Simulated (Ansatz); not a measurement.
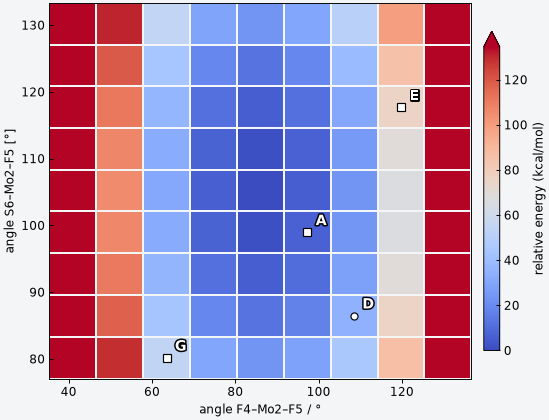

F4MoS, SMILES [F][Mo]([F])([F])([F])=[S]. 
- The first coordinate is: angle F4–Mo2–F5; the second: angle S6–Mo2–F5.
- Nothing is relaxed (all other coordinates rigid).
- The scan uses a 9 × 9 grid.
- Points are written as (first, second).
- Energies are in kcal/mol, from the lowest grid point.
- Level of theory: RKS PBE0-D4/def2-SVP in Ansatz 0.2.0.

The picture shows one coloured cell a grid point, one colour for all values above the top of the scale, lettered points.

> What kind of point is each of D, E: minimum, saddle, maximum or slope?

D: on a slope; E: on a slope. (In these two coordinates alone; a stationary point may lie a little off the grid point.)

> Rank the lettered points by energy, lowest first.

A (6 kcal/mol), D (34 kcal/mol), G (55 kcal/mol), E (75 kcal/mol).
